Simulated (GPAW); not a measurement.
Consider Si2W (P6_222).

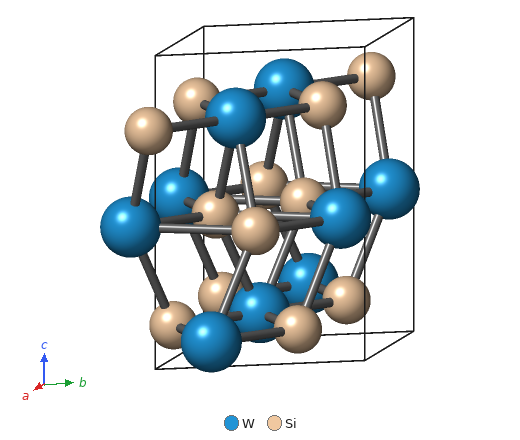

The structure (tungsten blue, silicon light orange). 2×1×1 cells are drawn. Some periodic images of atoms are drawn too.

```xyz
9
Lattice="4.6169 0.0000 0.0000 -2.3084 3.9983 0.0000 0.0000 0.0000 6.6532" Properties=species:S:1:pos:R:3 pbc="T T T"
W     2.3084    0.0000    3.3266
W     1.1542    1.9992    5.5444
W    -1.1542    1.9992    1.1089
Si    1.1332    0.6542    1.1089
Si    3.4837    0.6542    5.5444
Si    0.0000    1.3085    3.3266
Si    1.1753    3.3441    1.1089
Si   -1.1753    3.3441    5.5444
Si    2.3084    2.6899    3.3266
```

Absorber: atom 4, with 2 Si at 2.57 Å, 2 W at 2.59 Å, 1 Si at 2.62 Å, 3 W at 2.65 to 2.69 Å, 2 Si at 2.69 Å and 4 Si at 3.17 to 3.23 Å (14-fold, site symmetry 2). Method: GPAW, LDA, excited-electron core hole (neutral cell), 9-atom cell with 4.6 Å between holes, 8×8×5 k points, dipole transitions, Gaussian full width 0.9 eV up to 4 eV, rising linearly to 3.5 eV at 25 eV, without spin-orbit coupling.

Predict the near-edge structure at the Si K edge.

Main maxima up to 24 eV above the zero (height): 0.8 eV (1.47), 2.8 eV (1.32), 5.1 eV (1.85) and 14.1 eV (0.76). A K edge sees empty p states on the absorber. The total-energy difference is 1844.49 eV. One term is added: -14.86 eV, since the hole is spin-paired here and a spin-polarised one costs that much less in the free atom (computed apart). The photon energy is then 1829.63 eV. The tabulated edge of the element is 1839 eV. The functional leaves an error in such absolute values: in the free atom LDA prices this hole 7.8 eV below PBE (computed apart), and PBE is itself good to a few eV.

The Si K spectrum (energy from the lowest empty level; intensity scaled to a mean of 1 over the first 20 eV; polarised curves are means over the symmetry-equivalent atoms):

| E (eV) | isotropic | ε ⊥ c | ε ∥ c |
| --- | --- | --- | --- |
| -2.0 | 0.00 | 0.00 | 0.00 |
| -0.5 | 0.12 | 0.10 | 0.17 |
| 1.0 | 1.44 | 1.57 | 1.17 |
| 2.5 | 1.28 | 1.26 | 1.32 |
| 4.0 | 1.51 | 1.51 | 1.51 |
| 5.5 | 1.83 | 1.96 | 1.57 |
| 7.0 | 1.14 | 1.22 | 1.00 |
| 8.5 | 0.93 | 0.95 | 0.90 |
| 10.0 | 0.84 | 0.81 | 0.91 |
| 11.5 | 0.71 | 0.63 | 0.89 |
| 13.0 | 0.70 | 0.62 | 0.87 |
| 14.5 | 0.75 | 0.72 | 0.81 |
| 16.0 | 0.70 | 0.71 | 0.68 |
| 17.5 | 0.67 | 0.68 | 0.63 |
| 19.0 | 0.61 | 0.61 | 0.61 |
| 20.5 | 0.55 | 0.54 | 0.58 |
| 22.0 | 0.57 | 0.54 | 0.62 |
| 23.5 | 0.61 | 0.58 | 0.67 |
| 25.0 | 0.67 | 0.66 | 0.70 |
| 26.5 | 0.74 | 0.76 | 0.70 |
| 28.0 | 0.77 | 0.79 | 0.71 |
| 29.5 | 0.78 | 0.79 | 0.74 |
| 31.0 | 0.80 | 0.82 | 0.77 |

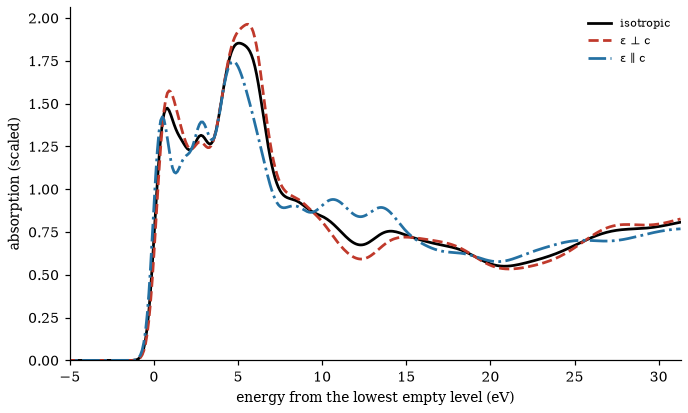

The Si K edge.

The holes are only 4.6 Å apart, so the shape is probably not converged with cell size; no larger cell was run here. Lifetime broadening is put in by hand, and intensities beyond about 20 eV depend on it and on the partial waves; weight that the partial waves miss at high energy is lost. The structure is a computed Materials Project entry and may be a hypothetical form.

[Banner, clock and machine lines of the logs are left out without a mark of their own.]

[Logs are printed without paths, hosts, clocks, repeated set-up lines and the standing remarks that a program may print on its own settings, such as how far it seeks lower states.]

[Hosts, paths, dates, database ids (printed as entryN), source tags and the programs' standing remarks are cut or masked in the printed files.]

[Lists of maxima count a maximum above −3 eV only where it reaches 4 % of the highest in the window and stands out from its surroundings by 2 % of it (1.5 % where it reaches 55 %); shoulders and weaker maxima are passed over, and of the rest the first, up to two pre-edge ones and the few strongest are named.]
